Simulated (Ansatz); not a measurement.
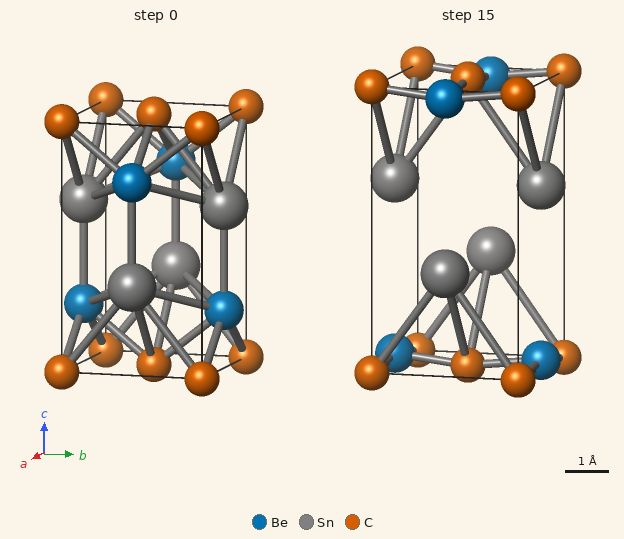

The structure of crystalline BeSnC (built on the LaSF type) (coarse preliminary run) before (left) and after (right) a relaxation, at one scale.

The picture is a ball-and-stick view of the cell of the calculation, seen slightly off an axis.

Case: LaSF type (P4/nmm, No. 129).

These are results of Ansatz 0.2.0, DFT PBE, scalar-relativistic, plane waves, PAW, not measurements.

Input
```yaml
crystal:
  lattice:
    - [3.4987129059, 0.0, 0.0]
    - [0.0, 3.4987129059, 0.0]
    - [0.0, 0.0, 6.0361847963]
  atoms:
    - { symbol: Be, position: [0.5, 0.0, 0.2305] }
    - { symbol: Be, position: [0.0, 0.5, 0.7695] }
    - { symbol: Sn, position: [0.5, 0.0, 0.648] }
    - { symbol: Sn, position: [0.0, 0.5, 0.352] }
    - { symbol: C, position: [0.0, 0.0, 0.0] }
    - { symbol: C, position: [0.5, 0.5, 0.0] }
basis:
  ecutwfc: 420
kpoints:
  mp_grid: { grid: [6, 6, 4] }
hamiltonian:
  xc: pbe
scf:
  occupations: { method: gaussian, width: 0.1 }
  lower_state_search: "off"
output:
  forces: true
  stress: true
  eigenvalues: true
relax:
  adjacent_minimum: "off"
  f_tol: 0.04
  max_steps: 70
  cell: { stress_tol: 0.4 }
```

Command:
```bash
ansatz run input.yaml --threads 1 --pin off --max-ram 2560MiB --backend cpu --events-out ev --progress --plain --runs-dir out
```

Summarise the run.

Answer. The largest moves relative to the cell, 1.39 Å, are those of Be1 and Be2. Be2 goes along +c. By element the largest moves are Be 1.39 Å, Sn 0.05 Å. C stays in place. The volume changes by +24.3 %, with a = b 3.499 → 3.649 Å (+4.3 %), c 6.036 → 6.898 Å (+14.3 %). Some distances before and after: Be1–Sn3 2.520 → 4.217 Å, Be1–Sn4 2.580 → 3.438 Å, Be1–Sn3 (another image) 3.516 → 2.682 Å, Be1–C5 2.235 → 1.836 Å. The space group stays P4/nmm (No. 129). Over 12 accepted moves (15 points after the start) the energy falls by 568 meV per atom. Largest force component: 3 eV/Å at the start, 0.0046 eV/Å at the end. Pressure: 8.47 GPa at the start and −0.01 GPa at the end. The line search rejected the trial step at point 10 of the run. The SCF was repeated twice at an unchanged geometry on a basis and grid sized afresh for the cell, which shifted the energy by 6.9 meV per atom at most.
